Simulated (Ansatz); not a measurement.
## Electronic structure of Cl2GaH···PH3 in real space

Input file:

```
crystal:
  periodic: [false, false, false]
  atoms:
    - { symbol: Ga, position_ang: [0.0219, 0.18697, 0.002766] }
    - { symbol: H, position_ang: [-0.060544, 0.224767, 1.562629] }
    - { symbol: Cl, position_ang: [1.899819, 0.271036, -1.047986] }
    - { symbol: Cl, position_ang: [-1.731086, 0.015917, -1.235889] }
    - { symbol: P, position_ang: [0.20929, -3.012329, 1.379678] }
    - { symbol: H, position_ang: [-0.763827, -2.915045, 0.330032] }
    - { symbol: H, position_ang: [1.310829, -2.742286, 0.5013] }
    - { symbol: H, position_ang: [0.062919, -1.638229, 1.740871] }
basis:
  gaussian: { orbitals: def2-SVP }
hamiltonian:
  xc: b3lyp
  dispersion: d4
relax:
  f_tol: 0.03
  max_steps: 50
output:
  orbitals: {}
```

Launched as:

```sh
ansatz run input.yaml --threads 2 --pin off --max-ram 3072MiB --backend cpu --events-out ev --progress --plain --runs-dir out
```

The fields are those of the run's last geometry, not of the input's.

Level of theory: RKS B3LYP-D4/def2-SVP (Ansatz).

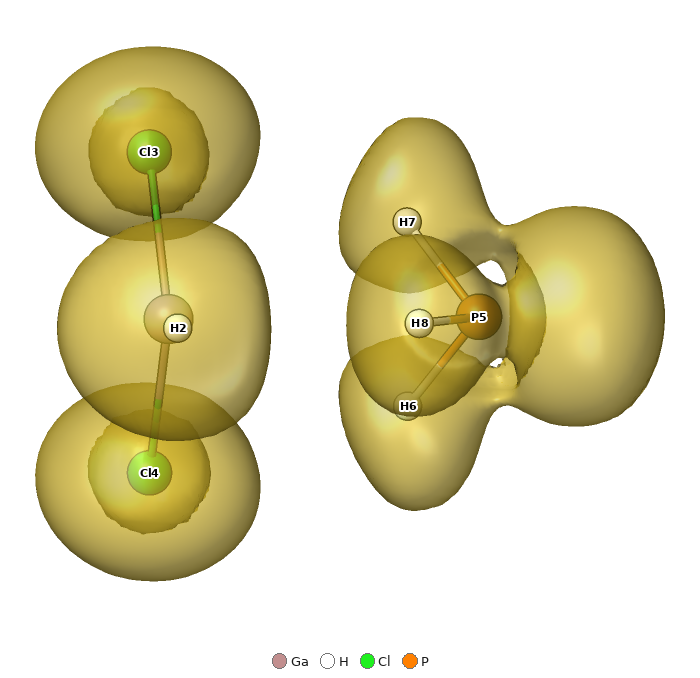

Figure 1. Isosurface of the ELF at 0.75 (yellow), seen across its widest extent. Only the valence region is drawn (cores and ρ < 0.01 e/Å³ removed).

Describe the localisation domains.

Answer. The surface consists of one region around a hydrogen nucleus, two regions wrapped around Cl (the valence shell of each) and one joined region spread over several atoms (H, P), in which their bonds and any lone pairs are merged.


Ga1···P5 (3.53 Å): the ELF dips to about 0.05 between them. Ga–Cl (2.16 Å): the ELF peaks at about 0.85 in the valence shell of Cl, 0.8 Å from its nucleus, and is about 0.55 at the midpoint.

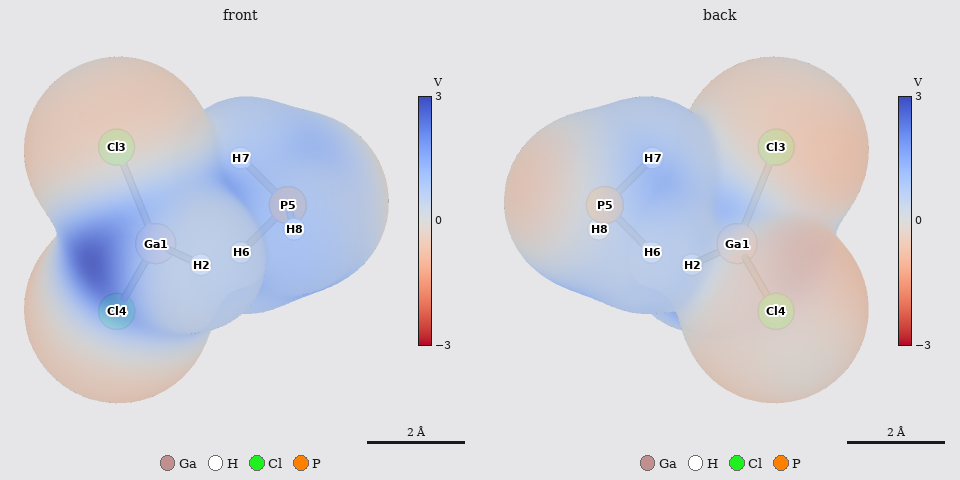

Figure 2. The molecular electrostatic potential painted on the density surface at 0.002 e/bohr³, seen from the front and from behind; the colour scale runs from red (negative) to blue (positive).

Which sites attract a positive test charge, and which a negative one?

Answer. A positive charge is drawn to the negative regions and a negative charge to the positive ones. The most negative region (about −0.6 V, or −14 kcal/mol for a unit charge) lies over Cl3 and Cl4, the most positive (about +2.6 V, or +60 kcal/mol for a unit charge) over Ga1.

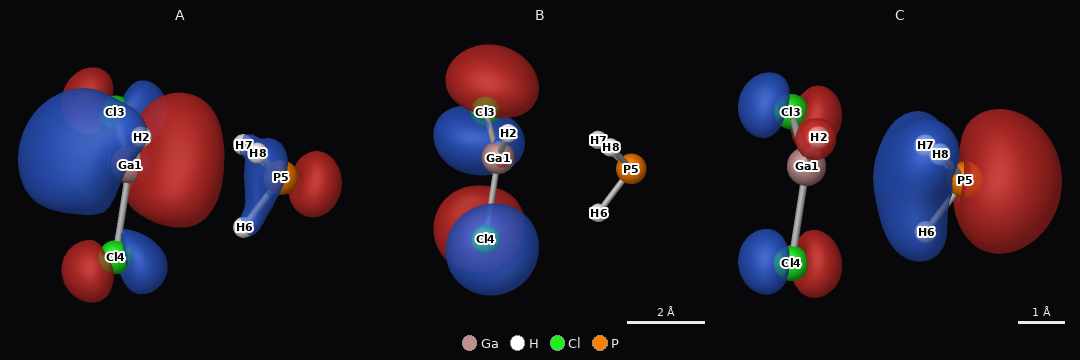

Figure 3. Three frontier orbitals at ±0.08 Å⁻³ᐟ² (blue and red are the two phases), in no order.

Order the three orbitals by energy and name them.

Answer. B is the HOMO−1 (−8.56 eV). It lies mainly on Cl3 (about 45 %) and Cl4 (about 45 %); largely a combination of lone pairs on Cl3 and Cl4. C is the HOMO (−7.97 eV). Its weight (Hirshfeld) is mainly on P5 (about 70 %); largely a lone pair of P5. A is the LUMO (−1.58 eV). By Hirshfeld shares it lies mainly on Ga1 (about 60 %), Cl3 (about 10 %), Cl4 (about 10 %) and P5 (about 10 %).

What is the HOMO–LUMO gap?

Answer. 6.39 eV between the orbital energies.

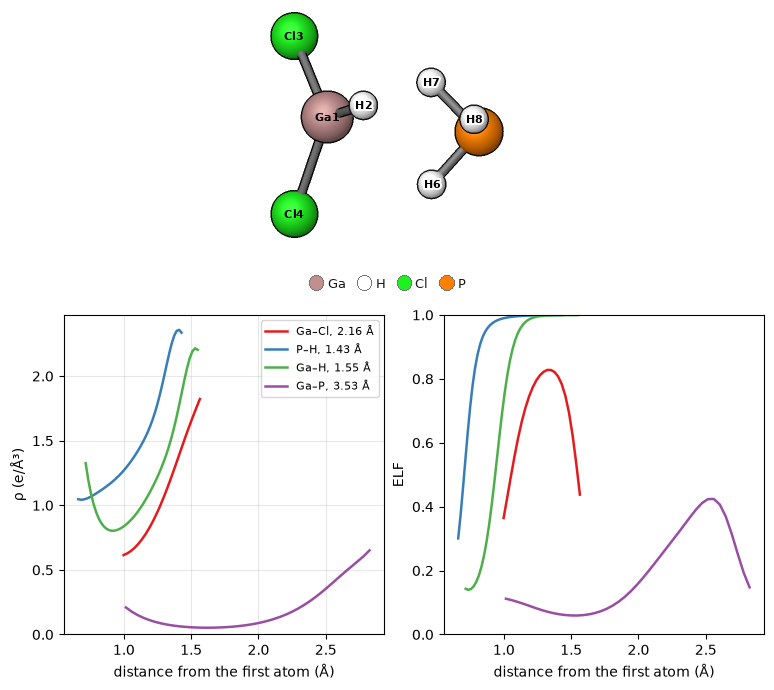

Figure 4. Electron density and electron localisation function along straight lines between neighbouring atoms. The curves leave out the atomic cores. The structure is drawn too.

What can be read from the curves?

Answer. Ga–Cl (2.16 Å): the density is about 0.67 e/Å³ at the midpoint; the ELF peaks at about 0.85 in the valence shell of Cl, 0.8 Å from its nucleus, and is about 0.55 at the midpoint.
P–H (1.43 Å): ρ at the midpoint is about 1 e/Å³; the ELF climbs to about 1 towards the hydrogen, as it does in any bond to H.
Ga–H (1.55 Å): ρ is about 1 e/Å³ halfway; the ELF climbs to about 1 towards the hydrogen.
Ga1···P5 (3.53 Å): the density falls to about 0.05 e/Å³ on the way; the ELF dips to about 0.05 between them.
